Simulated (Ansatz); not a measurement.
# BFGeH₄ with the probe K+: a probe moved round a molecule

A grid of calculations on BFGeH₄ (SMILES [BH2][GeH2][F]) with the probe K+, to see where the energy is lowest and how it rises around there.

Method: RKS PBE-D4/def2-TZVP; program: Ansatz 0.2.0.

## Step 1: The system as given

SMILES `[BH2][GeH2][F]`, 7 atoms, charge 0, spin multiplicity 1.

Atoms are counted from 1 here; the program's logs count them from 0.

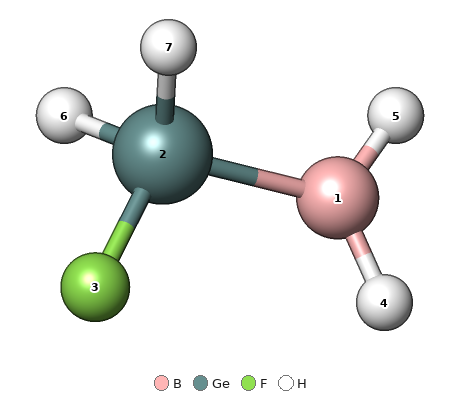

As it starts; boron pink, germanium teal, fluorine green, hydrogen white; atoms are numbered from 1 in the order of the file.

Geometry (Å):

```xyz
7
charge 0, multiplicity 1
B    -1.0048    0.2482   -0.7228
Ge    0.6450   -0.0971    0.4513
F     0.7712   -1.8100    0.8804
H    -1.7617   -0.6418   -1.0497
H    -1.2234    1.3838   -1.0984
H     0.5912    0.6674    1.8081
H     1.9826    0.2495   -0.2689
```

This geometry comes from a loose relaxation at PBE in a small basis, which is not shown.

## Step 2: Geometry optimisation

The input, input.yaml:

```yaml
crystal:
  periodic: [false, false, false]
  atoms:
    - { symbol: B, position_ang: [-1.004836, 0.248152, -0.722817] }
    - { symbol: Ge, position_ang: [0.644954, -0.097093, 0.451285] }
    - { symbol: F, position_ang: [0.771174, -1.809996, 0.880429] }
    - { symbol: H, position_ang: [-1.761669, -0.641751, -1.049663] }
    - { symbol: H, position_ang: [-1.223433, 1.383818, -1.098404] }
    - { symbol: H, position_ang: [0.591199, 0.667365, 1.808107] }
    - { symbol: H, position_ang: [1.982611, 0.249505, -0.268937] }
basis:
  gaussian: { orbitals: def2-TZVP }
hamiltonian:
  xc: pbe
  dispersion: d4
output:
  forces: true
relax:
  f_tol: 0.003
  max_steps: 120
```

Started as:

```console
> ansatz run input.yaml --threads 1 --pin off --max-ram 2560MiB --backend cpu --events-out ev --progress --plain --runs-dir out
```

The program printed (excerpt; [...] marks lines left out):

```text
Warning: RAYON_NUM_THREADS=1 ignored (pool sized by the plan → 1); use --threads N
[...]
Functional definition: PBE
[...]
859 factors; their error is unknown
[...]
mean field -59965.10350557 eV, -2203.6769080225 hartree, gradient 2.5e-5 eV, S^2 0.000000; 0 other end points of the search recorded, 0 dependent functions left out
[...]
reference -59965.10354545 eV, -2203.6769094883 hartree; 25, 25 occupied and 109, 109 virtual orbitals, 859 factors
relax step   1: F+E_penalty+E_count = -59965.19806039 eV  Δ(F+E_penalty+E_count) = +0.000e0 eV  max|allowed force component| = 3.062e-1 eV/Å  Δτ_max = 0.0000 Å  (26 SCF iters, accepted)
[...]
relax step   5: F+E_penalty+E_count = -59965.20454999 eV  Δ(F+E_penalty+E_count) = -1.777e-5 eV  max|allowed force component| = 3.925e-3 eV/Å  Δτ_max = 0.0030 Å  (23 SCF iters, accepted)
[...]
relax step   6: F+E_penalty+E_count = -59965.20455161 eV  Δ(F+E_penalty+E_count) = -1.614e-6 eV  max|allowed force component| = 7.136e-4 eV/Å  Δτ_max = 0.0009 Å  (21 SCF iters, accepted)
859 factors; their error is unknown
[...]
mean field -59965.10996821 eV, -2203.6771455204 hartree, gradient 1.5e-5 eV, S^2 0.000000; 1 other end points of the search recorded, 0 dependent functions left out
[...]
reference -59965.11000807 eV, -2203.6771469851 hartree; 25, 25 occupied and 109, 109 virtual orbitals, 859 factors
Total energy: -59965.20459146 eV, -2203.6806228608 hartree
Atom 0 at    -1.009221     0.252248    -0.726591 Å, force    -0.000112     0.000154    -0.000088 eV/Å
Atom 1 at     0.642693    -0.083874     0.447208 Å, force    -0.000423     0.000714    -0.000391 eV/Å
Atom 2 at     0.759503    -1.803472     0.871580 Å, force    -0.000141    -0.000682     0.000080 eV/Å
Atom 3 at    -1.746767    -0.637733    -1.041137 Å, force    -0.000060    -0.000285    -0.000015 eV/Å
Atom 4 at    -1.235425     1.369810    -1.103120 Å, force     0.000291    -0.000179     0.000211 eV/Å
Atom 5 at     0.601584     0.659833     1.810835 Å, force     0.000047     0.000169     0.000414 eV/Å
Atom 6 at     1.987632     0.243189    -0.258776 Å, force     0.000398     0.000110    -0.000211 eV/Å
Dipole moment:    -0.134322     0.433141    -0.177155 e Å
```

Wall time 12 s (1 thread of Intel Xeon 6975P-C (Granite Rapids), shared host); peak memory 0.22 GiB.

The steps of the relaxation:

| step | energy from step 1 (eV) | largest force component (eV/Å) |
| --- | --- | --- |
| 1 | 0.0000 | 0.3062 |
| 2 | -0.0057 | 0.0925 |
| 3 | -0.0064 | 0.0214 |
| 4 | -0.0065 | 0.0071 |
| 5 | -0.0065 | 0.0039 |
| 6 | -0.0065 | 0.0007 |

Distances of close pairs at the start and the end, largest changes first:

| bond | before (Å) | after (Å) | change (Å) |
| --- | --- | --- | --- |
| B1–H5 | 1.216 | 1.201 | -0.015 |
| B1–H4 | 1.213 | 1.198 | -0.015 |
| Ge2–F3 | 1.770 | 1.775 | +0.005 |
| Ge2–H6 | 1.558 | 1.554 | -0.004 |
| Ge2–H7 | 1.558 | 1.554 | -0.004 |
| B1–Ge2 | 2.054 | 2.054 | +0.000 |

## Step 3: The part K+ alone, at the geometry typed

The input, input.yaml:

```yaml
crystal:
  periodic: [false, false, false]
  atoms:
    - { symbol: K, position_ang: [0.0, 0.0, 0.0] }
total_charge: 1
basis:
  gaussian: { orbitals: def2-TZVP }
hamiltonian:
  xc: pbe
```

Started as:

```console
> ansatz run input.yaml --threads 1 --pin off --max-ram 2560MiB --backend cpu --events-out ev --progress --plain --runs-dir out
```

The program printed:

```text
Warning: RAYON_NUM_THREADS=1 ignored (pool sized by the plan → 1); use --threads N
Engine: ansatz 0.2.0, x86_64-unknown-linux-gnu
[... 1 set-up line as earlier in the session ...]
  parameter kappa = 0.804
  parameter beta = 0.06672455060314922
  exchange = pbe_x(kappa = kappa, mu = beta*pi^2/3)
  correlation = pbe_c(beta = beta)
263 factors; their error is unknown
mean field evaluation 1: about -16313.9869 eV, gradient 1.3e0 eV
mean field evaluation 2: about -16313.9890 eV, gradient 8.9e-1 eV
mean field evaluation 4: about -16313.9815 eV, gradient 1.0e-2 eV
mean field evaluation 8: about -16313.9815 eV, gradient 5.4e-6 eV
mean field -16313.98151227 eV, -599.5277625623 hartree, gradient 5.4e-6 eV, S^2 0.000000; 0 other end points of the search recorded, 0 dependent functions left out
reference -16313.98154848 eV, -599.5277638926 hartree; 9, 9 occupied and 24, 24 virtual orbitals, 263 factors
Total energy: -16313.98154848 eV, -599.5277638926 hartree
```

Wall time 0.21 s (1 thread of Intel Xeon 6975P-C (Granite Rapids), shared host); peak memory 0.09 GiB.

## Step 4: The grid

The probe is moved over the plane through the molecule's long axis and the normal of its main plane (x and y are the axes of that plane, centred on the molecule).

First coordinate, x of the probe's K atom: 21 values from −6.20 Å. Second coordinate, z of the probe's K atom: 17 values from −4.96 Å.

Nothing else is relaxed (molecule and probe rigid). Energies count from molecule and probe far apart, each relaxed in its own basis (no counterpoise correction). Points are written as (first, second).

The probe K+ moves over a plane: the plane through the molecule's long axis and the normal of its main plane. The molecule is turned into the frame of its main axes, as the inputs below show.

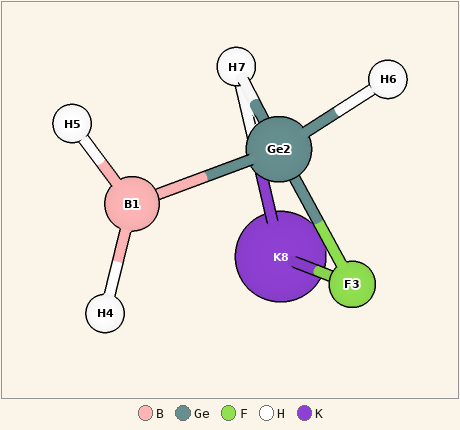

The geometry at (−2.48 Å, 2.48 Å).

Below, 2 of the grid's runs; all are launched alike.

## Step 5: Grid point (−3.72 Å, −1.24 Å)

The input, input.yaml:

```yaml
crystal:
  periodic: [false, false, false]
  atoms:
    - { symbol: B, position_ang: [1.640393, -0.314019, 0.0] }
    - { symbol: Ge, position_ang: [-0.13436, 0.720318, 0.0] }
    - { symbol: F, position_ang: [-1.506034, -0.406299, 0.0] }
    - { symbol: H, position_ang: [1.668417, -1.511598, -0.000138] }
    - { symbol: H, position_ang: [2.670884, 0.302404, 7.8e-05] }
    - { symbol: H, position_ang: [-0.343811, 1.60109, -1.26279] }
    - { symbol: H, position_ang: [-0.343957, 1.601196, 1.262682] }
    - { symbol: K, position_ang: [-3.72, 0.0, -1.24] }
total_charge: 1
basis:
  gaussian: { orbitals: def2-TZVP }
hamiltonian:
  xc: pbe
  dispersion: d4
output:
  forces: true
```

Started as:

```console
> ansatz run input.yaml --threads 1 --pin off --max-ram 2560MiB --backend cpu --events-out ev --progress --plain --runs-dir out
```

The program printed (excerpt; [...] marks lines left out):

```text
Warning: RAYON_NUM_THREADS=1 ignored (pool sized by the plan → 1); use --threads N
[...]
[... 1 set-up line as earlier in the session ...]
[...]
1184 factors; their error is unknown
[...]
mean field -76279.84757481 eV, -2803.2326940367 hartree, gradient 2.9e-5 eV, S^2 0.000000; 0 other end points of the search recorded, 0 dependent functions left out
[...]
reference -76279.84764684 eV, -2803.2326966837 hartree; 34, 34 occupied and 133, 133 virtual orbitals, 1184 factors
Total energy: -76279.96645433 eV, -2803.2370627785 hartree
Atom 0 at     1.640393    -0.314019     0.000000 Å, force     0.137139    -0.159878    -0.033956 eV/Å
Atom 1 at    -0.134360     0.720318     0.000000 Å, force     1.449089     0.764527     0.301660 eV/Å
Atom 2 at    -1.506034    -0.406299     0.000000 Å, force    -1.013679    -0.443540    -0.195685 eV/Å
Atom 3 at     1.668417    -1.511598    -0.000138 Å, force    -0.053443     0.038431     0.008112 eV/Å
Atom 4 at     2.670884     0.302404     0.000078 Å, force    -0.128916     0.041273     0.005377 eV/Å
Atom 5 at    -0.343811     1.601090    -1.262790 Å, force    -0.218704    -0.067790    -0.060509 eV/Å
Atom 6 at    -0.343957     1.601196     1.262682 Å, force    -0.155937    -0.085828    -0.071567 eV/Å
Atom 7 at    -3.720000     0.000000    -1.240000 Å, force    -0.015550    -0.087195     0.046568 eV/Å
Dipole moment:    -1.700659    -0.054904    -0.757295 e Å
```

Wall time 3.2 s (1 thread of Intel Xeon 6975P-C (Granite Rapids), shared host); peak memory 0.21 GiB.

On the map this point reads −18.0 kcal/mol.

## Step 6: Point (−2.48 Å, 2.48 Å)

Edit input.yaml of step 5 so:

```diff
@@ -10,3 +10,3 @@
     - { symbol: H, position_ang: [-0.343957, 1.601196, 1.262682] }
-    - { symbol: K, position_ang: [-3.72, 0.0, -1.24] }
+    - { symbol: K, position_ang: [-2.48, 0.0, 2.48] }
 total_charge: 1
```

Started as:

```console
> ansatz run input.yaml --threads 1 --pin off --max-ram 2560MiB --backend cpu --events-out ev --progress --plain --runs-dir out
```

The program printed (excerpt; [...] marks lines left out):

```text
Warning: RAYON_NUM_THREADS=1 ignored (pool sized by the plan → 1); use --threads N
[...]
[... 1 set-up line as earlier in the session ...]
[...]
1184 factors; their error is unknown
[...]
mean field -76279.67882345 eV, -2803.2264925385 hartree, gradient 2.8e-5 eV, S^2 0.000000; 0 other end points of the search recorded, 0 dependent functions left out
[...]
reference -76279.67889222 eV, -2803.2264950657 hartree; 34, 34 occupied and 133, 133 virtual orbitals, 1184 factors
Total energy: -76279.80114803 eV, -2803.2309878839 hartree
Atom 0 at     1.640393    -0.314019     0.000000 Å, force     0.204219    -0.148565     0.074154 eV/Å
Atom 1 at    -0.134360     0.720318     0.000000 Å, force     1.187972     0.548743    -0.840908 eV/Å
Atom 2 at    -1.506034    -0.406299     0.000000 Å, force    -0.719827    -0.303824     0.505369 eV/Å
Atom 3 at     1.668417    -1.511598    -0.000138 Å, force    -0.059459     0.037226    -0.015275 eV/Å
Atom 4 at     2.670884     0.302404     0.000078 Å, force    -0.127045     0.034577    -0.013335 eV/Å
Atom 5 at    -0.343811     1.601090    -1.262790 Å, force    -0.110897    -0.051308     0.160662 eV/Å
Atom 6 at    -0.343957     1.601196     1.262682 Å, force    -0.241449    -0.014359     0.218916 eV/Å
Atom 7 at    -2.480000     0.000000     2.480000 Å, force    -0.133514    -0.102490    -0.089583 eV/Å
Dipole moment:    -0.896911    -0.060017     1.464909 e Å
```

Run time: 3.5 s. Hardware: 1 thread of Intel Xeon 6975P-C (Granite Rapids), shared host; peak memory 0.22 GiB.

That is −14.2 kcal/mol from the zero.

## Step 7: Energy over the grid

220 points were computed, 58 more follow by symmetry, and 79 have no value (skipped by design, atoms too close, or no result). Energies in kcal/mol, from molecule and probe far apart, each relaxed in its own basis (no counterpoise correction); the table lists every other line.

```csv
"z of the probe's K atom (Å) ↓, x of the probe's K atom (Å) →",−6.20,−4.96,−3.72,−2.48,−1.24,0.00,1.24,2.48,3.72,4.96,6.20
4.96,−2.4,−2.9,−3.5,−3.7,−3.3,−2.0,−0.4,0.7,1.2,1.3,1.2
3.72,−3.4,−4.9,−7.0,−8.8,−7.2,−2.9,−1.5,−0.3,0.3,0.8,1.1
2.48,−4.8,−8.1,−13.4,−14.2,2.1,24.0,13.9,6.5,0.9,−1.0,0.5
1.24,−6.2,−11.7,−18.0,–,–,–,–,–,–,−1.2,−0.5
0.00,−6.8,−13.5,−15.0,–,–,–,–,–,–,−0.2,−1.1
−1.24,−6.2,−11.7,−18.0,–,–,–,–,–,–,−1.2,−0.5
−2.48,−4.8,−8.1,−13.4,−14.2,2.1,24.0,13.9,6.5,0.9,−1.0,0.5
−3.72,−3.4,−4.9,−7.0,−8.8,−7.2,−2.9,−1.5,−0.3,0.3,0.8,1.1
−4.96,−2.4,−2.9,−3.5,−3.7,−3.3,−2.0,−0.4,0.7,1.2,1.3,1.2
```

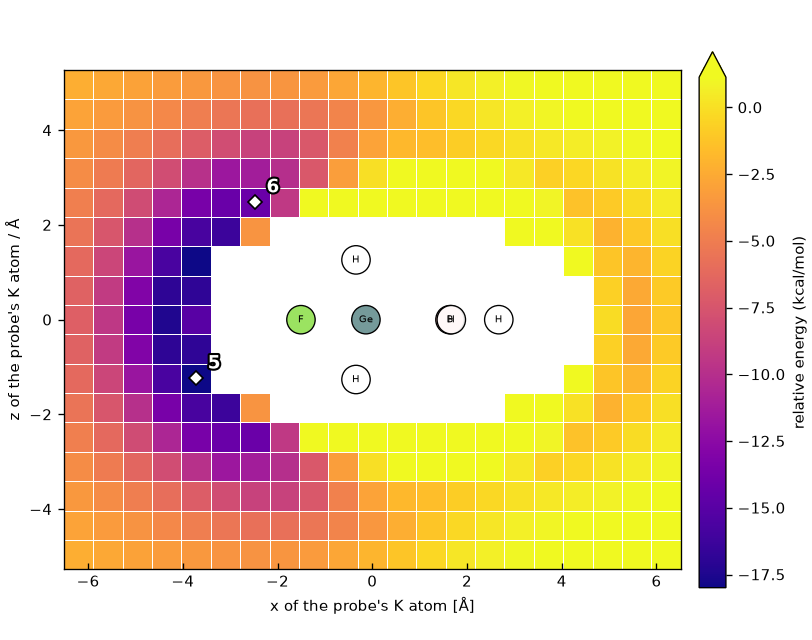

The map; numbers mark the steps of this session that print a point's run. The picture shows one coloured cell a grid point, labelled circles for the molecule's atoms, projected on the plane, one colour for all values above the top of the scale, blanks where no value was computed.

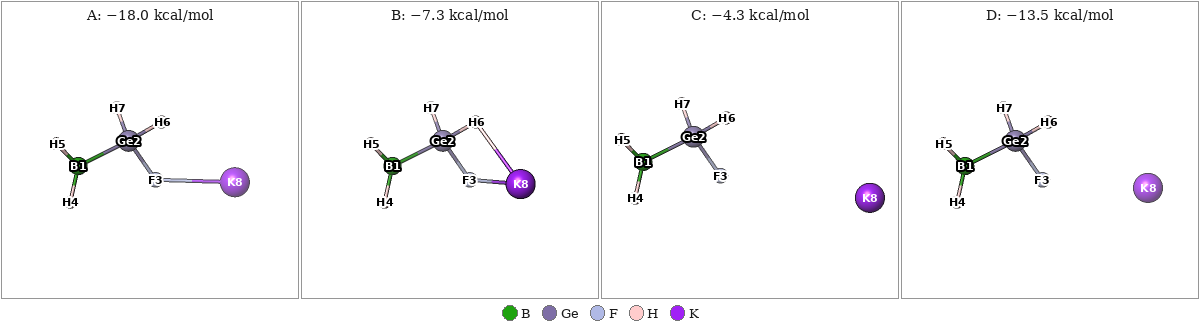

Structures on the grid, at one scale: A at (−3.72 Å, −1.24 Å); B at (−1.24 Å, −3.10 Å); C at (−4.34 Å, −4.34 Å); D at (−4.34 Å, −1.86 Å).

On the same grid, charge on the probe (e):

| z of the probe's K atom (Å) ↓, x of the probe's K atom (Å) → | −6.20 | −4.96 | −3.72 | −2.48 | −1.24 | 0.00 | 1.24 | 2.48 | 3.72 | 4.96 | 6.20 |
| --- | --- | --- | --- | --- | --- | --- | --- | --- | --- | --- | --- |
| 4.96 | 0.999 | 0.998 | 0.995 | 0.989 | 0.982 | 0.980 | 0.985 | 0.991 | 0.996 | 0.998 | 0.999 |
| 3.72 | 0.998 | 0.993 | 0.980 | 0.963 | 0.947 | 0.940 | 0.949 | 0.964 | 0.977 | 0.990 | 0.997 |
| 2.48 | 0.995 | 0.981 | 0.959 | 0.939 | 0.910 | 0.888 | 0.958 | 0.970 | 0.933 | 0.965 | 0.990 |
| 1.24 | 0.991 | 0.970 | 0.939 | – | – | – | – | – | – | 0.944 | 0.980 |
| 0.00 | 0.989 | 0.965 | 0.924 | – | – | – | – | – | – | 0.944 | 0.976 |
| −1.24 | 0.991 | 0.970 | 0.939 | – | – | – | – | – | – | 0.944 | 0.980 |
| −2.48 | 0.995 | 0.981 | 0.959 | 0.939 | 0.910 | 0.888 | 0.958 | 0.970 | 0.933 | 0.965 | 0.990 |
| −3.72 | 0.998 | 0.993 | 0.980 | 0.963 | 0.947 | 0.940 | 0.949 | 0.964 | 0.977 | 0.990 | 0.997 |
| −4.96 | 0.999 | 0.998 | 0.995 | 0.989 | 0.982 | 0.980 | 0.985 | 0.991 | 0.996 | 0.998 | 0.999 |

## Step 8: Results

| quantity | value |
| --- | --- |
| lowest point | (−3.72 Å, −1.24 Å) [nearest 1 F at 2.57 Å], −18.0 kcal/mol |
| highest computed point (blank points may lie higher) | (0.00 Å, −2.48 Å), 42.0 kcal/mol above the lowest |
| charge on the probe (e) | 0.888 at (0.00 Å, −2.48 Å) to 0.999 at (−6.20 Å, −4.96 Å); 0.939 at the lowest point |
| time for the whole task | 12 min on 1 thread, shared host |

What this shows: The lowest computed point is at (−3.72 Å, −1.24 Å) [nearest 1 F at 2.57 Å], −18.0 kcal/mol from molecule and probe far apart, each relaxed in its own basis (no counterpoise correction). The grid is coarse, so the lowest point of the scanned range may lie between grid points; coordinates that were held can hide deeper minima. The highest computed point, (0.00 Å, 2.48 Å) [nearest 1 H at 2.04 Å], lies 42.0 kcal/mol above the lowest. Between some neighbouring points the energy changes steeply, from close contacts of the rigid frames or a change of state; the map doesn't tell which. No counterpoise correction was made, so wells between separate parts tend to come out somewhat too deep.
